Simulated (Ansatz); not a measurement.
```xyz
10

C    -0.7597    1.2820   -0.6595
Bi   -1.1589   -0.7105    0.2784
C     0.9545   -0.9046    0.9891
F    -0.7719   -1.7095   -1.4490
H    -1.6440    1.6319   -1.1906
H    -0.4841    2.0023    0.1132
H     0.0673    1.1506   -1.3570
H     1.1053   -1.8742    1.4623
H     1.5981   -0.8117    0.1146
H     1.1767   -0.1077    1.7013
```

Geometry: PBE0-D4/def2-TZVP; core potentials replace the inner electrons of Bi.

All numbers below come from RKS PBE0-D4/def2-TZVPP (Ansatz).

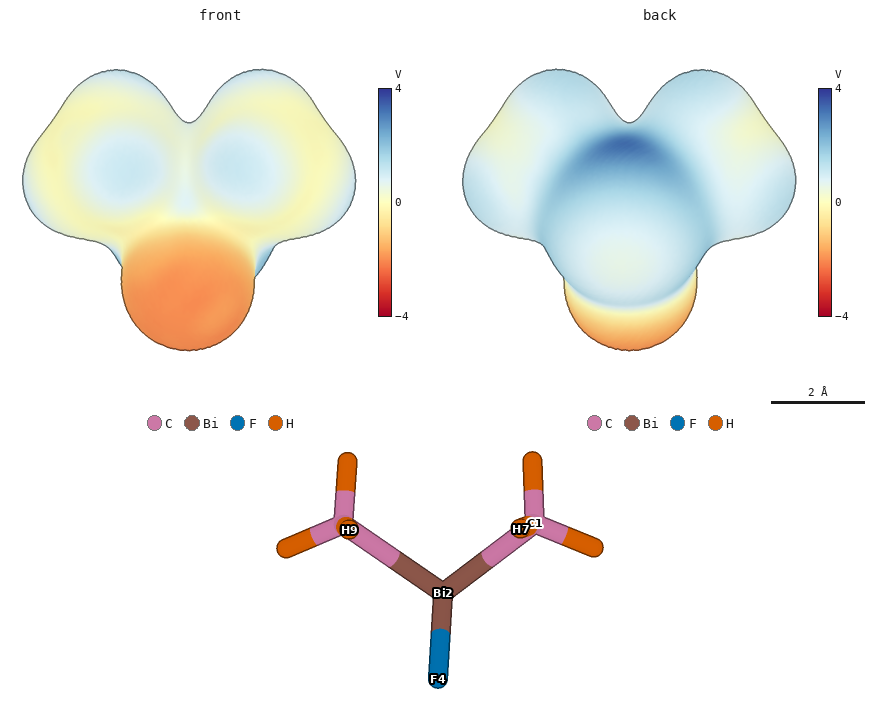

C$_{2}$H$_{6}$BiF. The molecular electrostatic potential painted on the density surface at 0.004 e/bohr³, seen from the front and from behind; the colour scale runs from red (negative) to blue (positive). The bare structure is drawn below in the same view.

### Which sites attract a positive test charge, and which a negative one?

A positive charge is drawn to the negative regions and a negative charge to the positive ones. The most negative region (about −2.0 V, or −46 kcal/mol for a unit charge) lies over F4, the most positive (about +3.2 V, or +74 kcal/mol for a unit charge) over Bi2.
